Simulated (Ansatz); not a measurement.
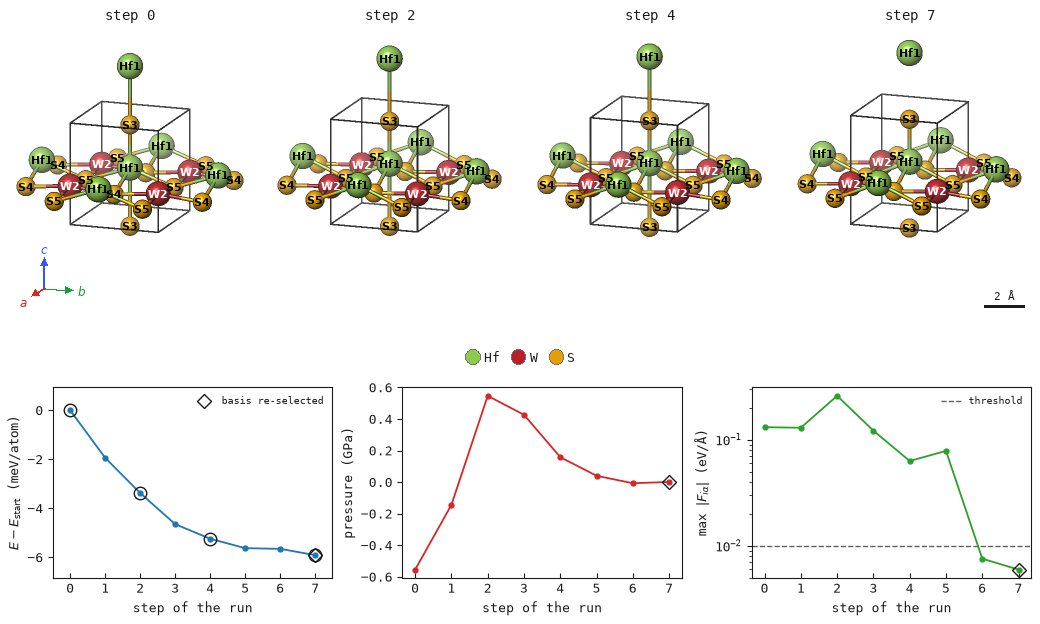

Frames of a relaxation of solid HfWS$_{3}$ (built on the tetragonal perovskite type), marked on the history of the run. A ball-and-stick model of the cell of the calculation, seen slightly off an axis.

Case: tetragonal perovskite type (P4mm, No. 99).

Method: DFT PBE, scalar-relativistic, plane waves, PAW (Ansatz 0.2.0). Settings: plane-wave cutoff 420 eV; k-point mesh 8 × 8 × 8; occupations gaussian; smearing width 0.1 eV; collinear spin; cell and atoms relaxed; force threshold 0.01 eV/Å; at most 80 steps.

### What happens along the run?

The energy falls by 5.9 meV per atom in 6 accepted moves (7 points after the start). The largest force component goes from 0.13 to 0.0059 eV/Å. The pressure goes from −0.55 to 0.00 GPa. At 1 point the geometry stayed and the basis and grid were re-selected for the new cell (energy shift of 0.3 meV per atom at most each time). The largest move relative to the cell is that of Hf1, 0.11 Å along +c. By element the largest moves are Hf 0.11 Å, S 0.07 Å, W 0.05 Å. The volume changes by +3.7 %, with a = b 4.800 → 4.721 Å (−1.6 %), c 5.366 → 5.750 Å (+7.2 %). Some distances before and after: Hf1–S3 3.103 → 3.511 Å, W2–S4 2.412 → 2.370 Å, Hf1–S4 2.544 → 2.568 Å, Hf1–S3 (another image) 2.263 → 2.239 Å. Bond angles that change, for instance: S4–Hf1–S4 141.3° → 133.6°, Hf1–S5–Hf1 141.3° → 133.6°, S3–Hf1–S4 109.4° → 113.2°. The space group stays P4mm (No. 99). Cost: 14 min on 1 thread of Arm Neoverse V1, with other jobs on the host, peak memory 0.74 GiB. From step 0 to 2: Hf1 moves most (0.10 Å), volume +0.5 %, energy −3.4 meV per atom. From step 2 to 4: S3 moves most (0.04 Å), volume +1.6 %, energy −1.9 meV per atom. From step 4 to 7: S3 moves most (0.03 Å), volume +1.4 %, energy −0.7 meV per atom.
